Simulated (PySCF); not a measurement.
```xyz
19

O    -1.7214   -1.9206   -0.3837
C    -2.6948   -1.2096   -0.3803
O    -3.9071   -1.6739   -0.7004
Si   -2.8035    0.6581    0.0558
C    -1.0495    1.3097    0.3316
F    -1.0244    2.6514    0.6109
C     0.1060    0.6552    0.2920
Si    1.7933    1.4447    0.5908
O     2.9181    0.2860    0.4829
Si    3.6648   -1.1446    0.3475
H    -3.8749   -2.6219   -0.9222
H    -3.6105    0.7756    1.2735
H    -3.4550    1.3258   -1.0729
H     0.0446   -0.4004    0.0695
H     1.8872    1.9890    1.9446
H     2.1101    2.4142   -0.4575
H     2.9151   -1.9698   -0.5976
H     3.6906   -1.7410    1.6821
H     5.0016   -0.8187   -0.1438
```

Geometry: GFN2-xTB.

Theory: PBE0/pcSseg-1, SCF density, gas phase, non-relativistic in PySCF.

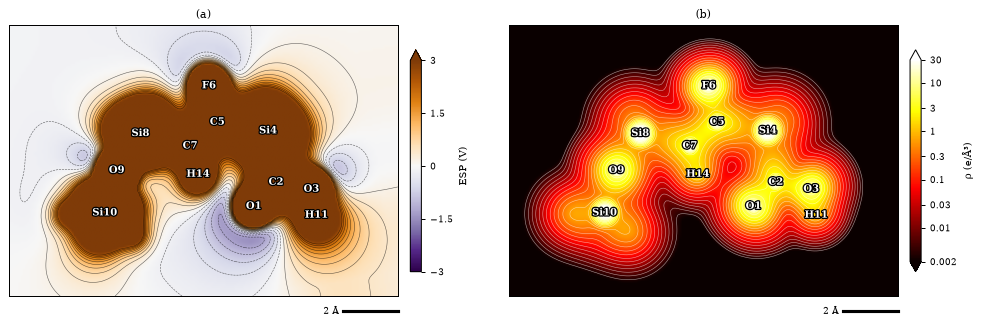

C$_{3}$H$_{9}$FO$_{3}$Si$_{3}$ (SMILES O=C(O)[SiH2]/C(F)=C/[SiH2]O[SiH3]). (a) electrostatic potential; (b) total electron density on the plane of atoms F6, C5 and C7.

**Read the bonding off the picture.**

The plane passes through O, C, Si, F and H nuclei.
C–O (1.21 Å): the density is about 3.3 e/Å³ at the midpoint.
C–C (1.33 Å): ρ is about 2.3 e/Å³ halfway.
C–F (1.37 Å): ρ at the midpoint is about 2.1 e/Å³, with its minimum of 1.6 e/Å³ about 0.5 Å from C.
Si–O (1.62 Å): the density is about 1.1 e/Å³ at the midpoint.
C–Si (1.89 Å): the density is about 0.93 e/Å³ at the midpoint.
Outside the dense part of the molecule the potential is most negative (−1.5 V) near O1.
